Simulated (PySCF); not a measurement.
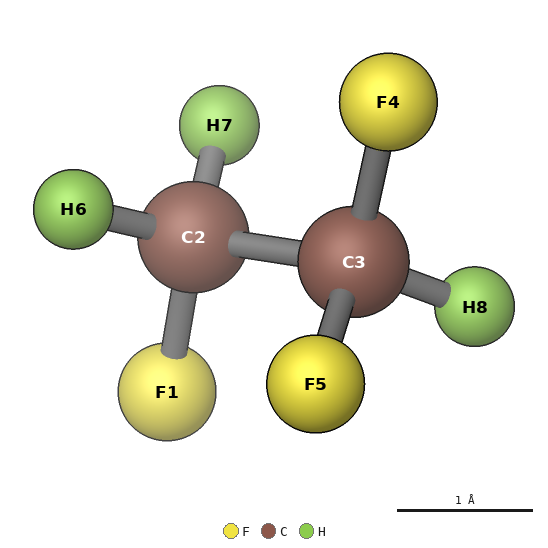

Orthographic view. Atoms fade into the background with distance from the viewer. The geometry was computed by an optimisation with PBE0-D3(BJ)/def2-TZVP. No frequency run is at hand to confirm it as a minimum.

Write a Z-matrix (Å, degrees) in the order of the atom numbers, with these reference atoms: 2 to 1; 3 to 2, 1; 4 to 3, 2, 1; 5 to 3, 4, 2; 6 to 2, 1, 3; 7 to 2, 6, 1; 8 to 3, 5, 4.

```
F  
C    1   1.372
C    2   1.509   1   109.3
F    3   1.356   2   108.3   1   173.9
F    3   1.352   4   107.9   2  -119.5
H    2   1.093   1   109.4   3  -119.8
H    2   1.093   6   110.1   1   120.0
H    3   1.095   5   108.2   4   117.7
```
